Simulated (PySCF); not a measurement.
**NMR shielding calculation, with input and output: SiPH₄Cl**

SiPH₄Cl, SMILES P[SiH2]Cl, computed with GIAO PBE/pcSseg-2 NMR shielding, non-relativistic, gas phase (PySCF 2.14.0).

The geometry comes from this level: PBE0-D3(BJ)/def2-SVP. Figures and captions count atoms from 1; the log counts them from 0 in places.

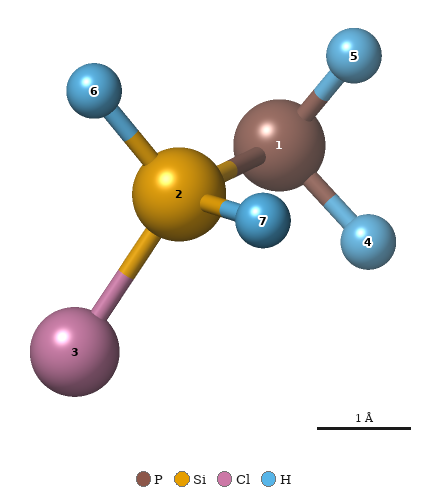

The input geometry (ball-and-stick view, seen at a tilt; atoms are numbered from 1 in the order of the input). Bond lengths as drawn: Cl–Si 2.07 Å, H–P 1.43 Å, H–Si 1.49 Å and P–Si 2.26 Å.

## Input
```
{"job": {"kind": "nmr", "xc": "PBE", "basis": "pcSseg-2", "pop": false}, "charge": 0, "multiplicity": 1}
P     -0.143821    -1.289114    -1.810786
Si    -2.203127    -0.864354    -0.989599
Cl    -3.500842    -2.311877    -1.704339
H      0.076442    -2.372399    -0.904532
H      0.449065    -0.322324    -0.936045
H     -2.650655     0.466089    -1.490394
H     -2.275473    -0.887173     0.499270
```

The first line tells a small driver script what to run in PySCF; the rest is the geometry in Å.

Run on 1 CPU thread, shared host.

Launched with:
```bash
OMP_NUM_THREADS=1 python <driver script> task.json out
```

## Log
```
coarse grid: 7352 points
cycle   1  E = -1093.0187776209  dE = -1.745e-02  |g| = 2.830e-01  |ddm| = 1.947e+00
cycle   2  E = -1093.0039862681  dE =  1.479e-02  |g| = 3.629e-01  |ddm| = 6.281e-01
cycle   3  E = -1093.0362042947  dE = -3.222e-02  |g| = 7.378e-02  |ddm| = 4.099e-01
cycle   4  E = -1093.0374278704  dE = -1.224e-03  |g| = 2.396e-02  |ddm| = 9.290e-02
cycle   5  E = -1093.0375915245  dE = -1.637e-04  |g| = 4.201e-03  |ddm| = 2.667e-02
cycle   6  E = -1093.0375960092  dE = -4.485e-06  |g| = 1.376e-03  |ddm| = 5.778e-03
final grid: 57088 points
cycle   7  E = -1093.0527276492  dE = -4.483e-05  |g| = 6.127e-03  |ddm| = 2.060e-02
cycle   8  E = -1093.0527229793  dE =  4.670e-06  |g| = 6.250e-03  |ddm| = 1.088e-02
cycle   9  E = -1093.0527320411  dE = -9.062e-06  |g| = 1.298e-03  |ddm| = 8.183e-03
cycle  10  E = -1093.0527326056  dE = -5.645e-07  |g| = 2.086e-04  |ddm| = 1.856e-03
cycle  11  E = -1093.0527326183  dE = -1.270e-08  |g| = 7.072e-05  |ddm| = 2.872e-04
cycle  12  E = -1093.0527326195  dE = -1.251e-09  |g| = 1.735e-05  |ddm| = 7.523e-05
cycle  13  E = -1093.0527326196  dE = -5.298e-11  |g| = 6.097e-06  |ddm| = 2.132e-05
```

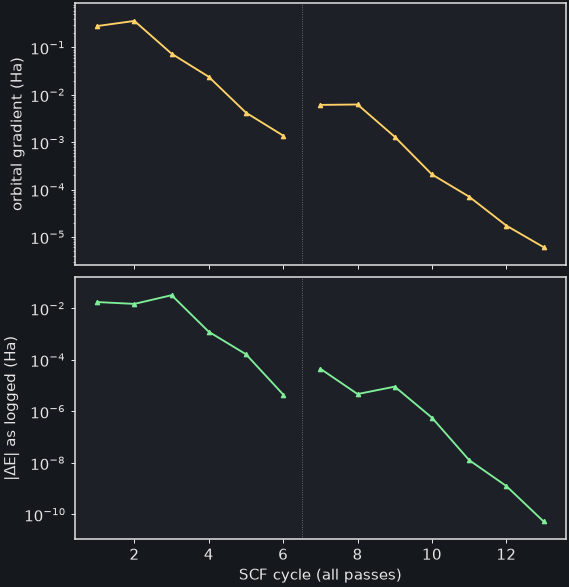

Convergence of the self-consistent field: orbital gradient and size of the energy change against the SCF cycle. The dotted line marks the change from a coarse to the final integration grid. The first 6 cycles use a coarse grid, the final grid takes over at cycle 7, and the field converges after 13 cycles in all.

```
converged SCF energy = -1093.0527326196

GIAO shielding tensors (ppm)
atom      isotropic    diamagn.    paramagn.     s11        s22        s33       span
  0 P      559.762     966.746    -406.985    500.193    557.634    621.459    121.266
  1 Si     327.894     877.056    -549.162    259.075    331.203    393.404    134.328
  2 Cl     956.342    1146.272    -189.930    902.326    952.547   1014.153    111.827
  3 H       29.122      29.792      -0.670     24.619     27.110     35.637     11.018
  4 H       29.319      31.207      -1.888     24.912     26.050     36.995     12.082
  5 H       25.518      28.101      -2.583     21.622     24.380     30.554      8.933
  6 H       25.060      28.739      -3.679     20.711     24.294     30.175      9.464
```

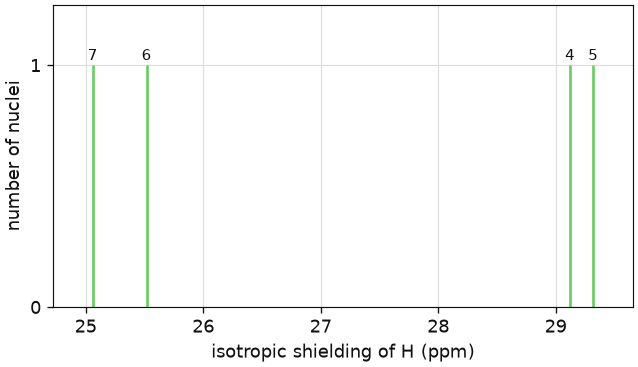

Isotropic shieldings of the hydrogen nuclei in this fixed geometry, labelled by atom number; shielding grows to the right, so chemical shift grows to the left. The least shielded is H7 (25.1 ppm), the most shielded H5 (29.3 ppm).

## Summary

- outcome: converged
- total energy: −1093.052733 hartree
- HOMO: −6.80 eV
- LUMO: −1.17 eV
- dipole moment: 1.77 D
- isotropic shielding, P: 559.8 ppm
- isotropic shielding, Si: 327.9 ppm
- isotropic shielding, Cl: 956.3 ppm
- isotropic shielding, H: 25.1 to 29.3 ppm
- wall time: 23 s
- peak memory: 0.67 GiB
